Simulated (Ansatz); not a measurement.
Breaking the C5–H7 bond in C2H5Al (SMILES C=[CH][AlH2]) (multiplicity 1 held, fragments rigid). Energies count from the point at 1.087 Å.
Geometry at that point (charge 0, multiplicity 1):
```xyz
8

Al    -0.13640     0.16293     1.16258
H     -0.81514     1.59102     1.21762
H      0.17826    -0.64445     2.48572
C      0.29152    -0.55238    -0.58963
C      0.01803     0.14494    -1.69878
H      0.75945    -1.52587    -0.73006
H      0.24169    -0.21990    -2.69844
H     -0.44827     1.12572    -1.65786
```

Restricted levels (R-, RO-) in cc, def2 and unpolarised 6-31G sets keep to the state of the molecule at rest. U- levels take the lowest unrestricted solution at each point, which mixes spins at long bonds. Active spaces are followed from a long bond inwards. Levels need not reach the same state.

Frozen-core correlation.

Run with Ansatz (Gaussian basis) for Hartree–Fock, density functionals and correlated methods. Each number belongs to the level named beside it.

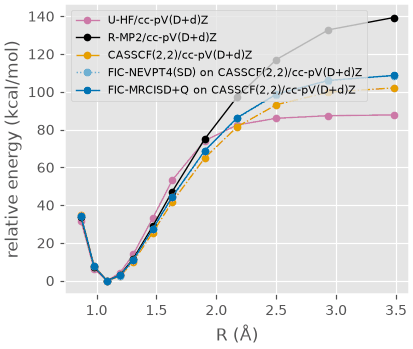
Figure. Relative energy along the coordinate

Doubts at one or more of the structures used: a spin-contaminated determinant (U-HF/cc-pV(D+d)Z); a restricted determinant that unrestricted orbitals would lower (R-MP2/cc-pV(D+d)Z).

Ansatz is a quantum-chemistry and plane-wave program.
